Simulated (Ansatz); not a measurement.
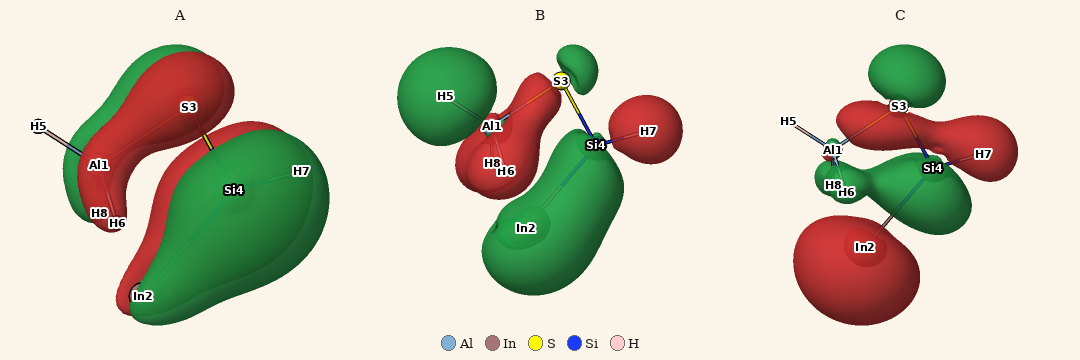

Figure 1: AlH₄InSSi. Three frontier orbitals at ±0.06 Å⁻³ᐟ² (green and red are the two phases), in no order.

Geometry: r2SCAN-D4/def2-SVP; core potentials replace the inner electrons of In.

Computed with isolated molecule in a Gaussian basis; Kohn-Sham density functional theory, functional PBE0 in Ansatz 0.2.0.

Input

```
crystal:
  periodic: [false, false, false]
  atoms:
    - {symbol: Al, position_ang: [-0.977202, 1.731405, 1.205246]}
    - {symbol: In, position_ang: [0.380715, -0.523910, 2.683140]}
    - {symbol: S, position_ang: [0.787945, 3.114850, 0.563470]}
    - {symbol: Si, position_ang: [2.026591, 1.735892, 1.504975]}
    - {symbol: H, position_ang: [-2.410664, 2.240323, 0.755689]}
    - {symbol: H, position_ang: [-0.730081, 1.414782, 2.831172]}
    - {symbol: H, position_ang: [3.423083, 2.302181, 1.305295]}
    - {symbol: H, position_ang: [-0.518945, 0.183428, 0.758849]}
basis:
  gaussian:
    orbitals: def2-TZVPD
hamiltonian:
  xc: pbe0
output:
  forces: true
  orbitals: {seedname: orbitals}
```

Run with:

```sh
ansatz run input.yaml --threads 2 --pin off --max-ram 4350MiB --events-out events.jsonl --progress --plain --runs-dir runs
```

Question: Order the three orbitals by energy and name them.

Answer: B is the HOMO−1 (−7.71 eV). Its weight (Hirshfeld) is mainly on In2 (about 25 %), H5 (about 20 %), Al1 (about 20 %) and Si4 (about 15 %). C is the HOMO (−6.41 eV). Its weight (Hirshfeld) is mainly on In2 (about 45 %), Si4 (about 30 %) and S3 (about 15 %). A is the LUMO (−2.96 eV). By Hirshfeld shares it lies mainly on Si4 (about 60 %), S3 (about 15 %) and In2 (about 10 %).

Question: What is the HOMO–LUMO gap?

Answer: 3.45 eV between the orbital energies.
